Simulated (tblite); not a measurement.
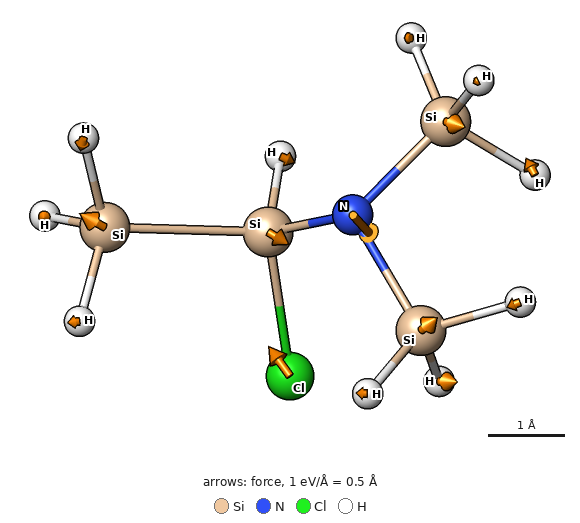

Starting geometry of Si4NH10Cl with the computed forces as orange arrows. The picture is a ball-and-stick view, seen at a tilt.

Computed with GFN2-xTB geometry optimisation, gas phase in tblite. 

> What follows when this structure is relaxed?

It isn't relaxed: the largest force vector, on the N atom, is 1.75 eV/Å. The final displacements follow the starting forces only in part (cosine between the two patterns 0.42). The largest move after the best rigid fit is that of an H atom, 0.96 Å. By element the largest moves are H 0.96 Å, N 0.70 Å, Si 0.36 Å, Cl 0.34 Å. Near-neighbour distances that change, for instance: Cl–Si 3.130 → 3.404 Å, Cl–Si 2.105 → 2.027 Å, Si–Si 2.239 → 2.310 Å, N–Si 1.799 → 1.748 Å. Among the angles between lasting bonds that change: Si–N–Si 106.0° → 118.9°, Si–Si–H 106.6° → 117.4°, Si–N–Si 109.9° → 119.9°. The energy falls by 23.4 kcal/mol in 91 geometry steps. Cost: 1.6 s on 1 thread of Arm Neoverse N1, on a shared host.
